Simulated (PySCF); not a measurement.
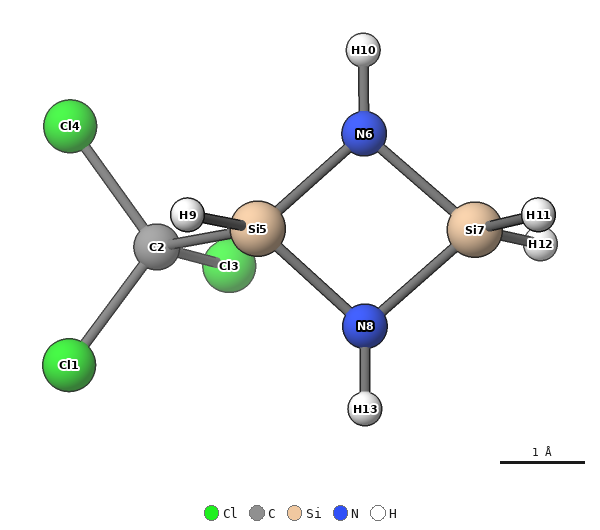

**Figure 1.** The structure (ball-and-stick view, seen at an oblique angle; atoms are numbered from 1 in the order of the input). Bond lengths as drawn: C–Cl 1.76 to 1.77 Å, C–Si 1.93 Å, H–N 1.00 Å, H–Si 1.45 to 1.46 Å and N–Si 1.73 to 1.75 Å.

## CH5Cl3N2Si2: excited-state calculation

CH5Cl3N2Si2, SMILES ClC(Cl)(Cl)[SiH]1N[SiH2]N1, computed with TDDFT PBE0/def2-SVPD, vertical, gas phase, core orbitals frozen in the response (PySCF 2.14.0).

The geometry comes from this level: GFN2-xTB.

## What the program printed
```
coarse grid: 14432 points
cycle   1  E = -2108.3733035063  dE =  1.109e+00  |g| = 7.468e-01  |ddm| = 5.376e+00
cycle   2  E = -2108.1147747049  dE =  2.585e-01  |g| = 1.294e+00  |ddm| = 2.355e+00
cycle   3  E = -2108.5025449466  dE = -3.878e-01  |g| = 8.956e-02  |ddm| = 1.491e+00
cycle   4  E = -2108.5036153506  dE = -1.070e-03  |g| = 6.583e-02  |ddm| = 2.189e-01
cycle   5  E = -2108.5046572905  dE = -1.042e-03  |g| = 1.189e-02  |ddm| = 9.424e-02
cycle   6  E = -2108.5046943388  dE = -3.705e-05  |g| = 1.857e-03  |ddm| = 1.971e-02
cycle   7  E = -2108.5046952300  dE = -8.911e-07  |g| = 4.745e-04  |ddm| = 5.657e-03
final grid: 119144 points
cycle   8  E = -2108.7227305098  dE = -1.569e-05  |g| = 6.871e-03  |ddm| = 6.994e-02
cycle   9  E = -2108.7227166538  dE =  1.386e-05  |g| = 1.038e-02  |ddm| = 1.874e-02
cycle  10  E = -2108.7227412299  dE = -2.458e-05  |g| = 8.208e-04  |ddm| = 1.143e-02
cycle  11  E = -2108.7227413834  dE = -1.535e-07  |g| = 2.649e-04  |ddm| = 1.472e-03
cycle  12  E = -2108.7227414002  dE = -1.675e-08  |g| = 7.131e-05  |ddm| = 4.208e-04
cycle  13  E = -2108.7227414013  dE = -1.176e-09  |g| = 2.150e-05  |ddm| = 1.503e-04
cycle  14  E = -2108.7227414015  dE = -1.146e-10  |g| = 3.378e-06  |ddm| = 5.580e-05
```

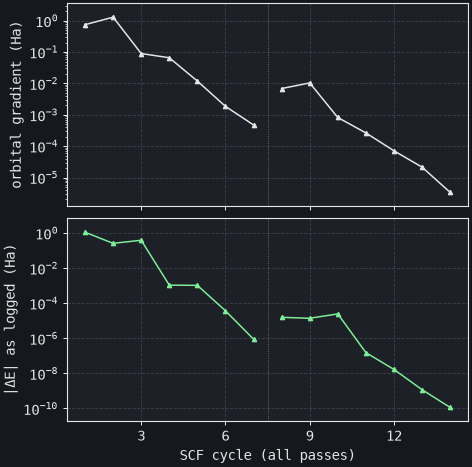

**Figure 2.** Convergence of the self-consistent field: orbital gradient and size of the energy change against the SCF cycle. The dotted line marks the change from a coarse to the final integration grid. The first 7 cycles use a coarse grid, the final grid takes over at cycle 8, and the field converges after 14 cycles in all.

```
converged SCF energy = -2108.7227414015

Static polarisability (au): isotropic 114.176, principal 105.670 106.618 130.240

Singlet excitations
state   eV       nm        f      main configurations
  1   5.3825    230.3   0.02064   H->L 0.98
  2   5.7502    215.6   0.00070   H-1->L 0.93
  3   5.8638    211.4   0.00005   H->L+1 0.96
  4   5.9541    208.2   0.02494   H-1->L+1 0.87, H-2->L+1 0.12
  5   6.3845    194.2   0.00079   H->L+2 0.94
  6   6.4590    192.0   0.00000   H-3->L+1 0.96

Triplet excitations (Tamm-Dancoff, eV): 5.1499 5.4444
```

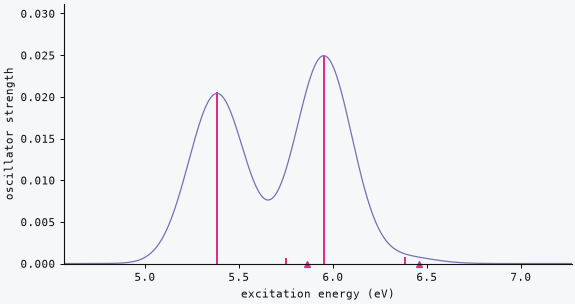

**Figure 3.** Computed excitations as sticks (degenerate states added up, dark ones marked on the axis), with a Gaussian envelope of 0.35 eV full width at half maximum, scaled to the tallest. Of the 6 states the lowest lies at 5.38 eV (f = 0.021); the strongest line is at 5.95 eV, or 208 nm (f = 0.025).

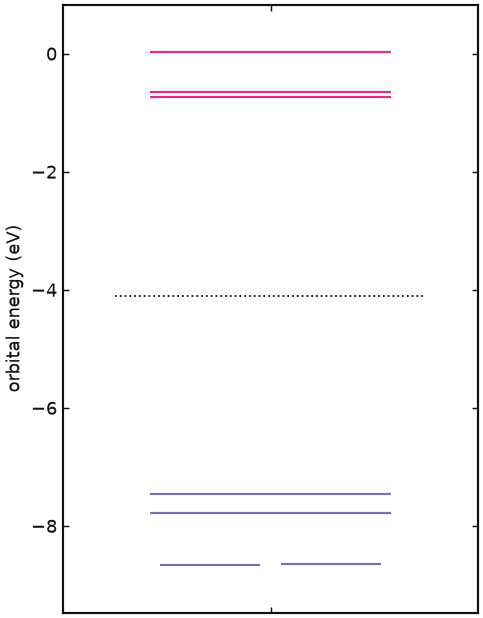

**Figure 4.** Orbital energies near the frontier; the dotted line parts filled from empty levels, and levels within 0.02 eV of each other stand side by side. Highest filled −7.46 eV, lowest empty −0.74 eV, 6.72 eV apart.

The run was set up as follows.

## The input
```
{"job": {"kind": "uv", "xc": "PBE0", "basis": "def2-SVPD", "nstates": 6, "ntriplets": 2}, "charge": 0, "multiplicity": 1}
Cl     2.945280    -0.879559    -1.168317
C      2.013686     0.146154    -0.060060
Cl     2.080052    -0.557360     1.555753
Cl     2.772555     1.748485    -0.017696
Si     0.203401     0.314772    -0.709578
N     -0.867463     1.016055     0.448367
Si    -1.916336    -0.376405     0.608497
N     -0.740179    -1.109122    -0.461455
H      0.295597     0.892127    -2.042362
H     -0.933212     1.946397     0.813890
H     -3.209236    -0.180700    -0.033278
H     -1.942220    -0.949546     1.945422
H     -0.706314    -2.010811    -0.896910
```

The first line tells a small driver script what to run in PySCF; the rest is the geometry in Å.

Launched with:
```bash
OMP_NUM_THREADS=1 python <driver script> task.json out
```

## Results in brief

| quantity | value |
| --- | --- |
| outcome | converged |
| total energy | −2108.722741 hartree |
| HOMO | −7.46 eV |
| LUMO | −0.74 eV |
| dipole moment | 2.40 D |
| mean polarisability | 114.18 a.u. |
| lowest singlet excitation | 5.38 eV |
| hardware | 1 CPU thread, shared host |
| wall time | 85 s |
| peak memory | 0.93 GiB |
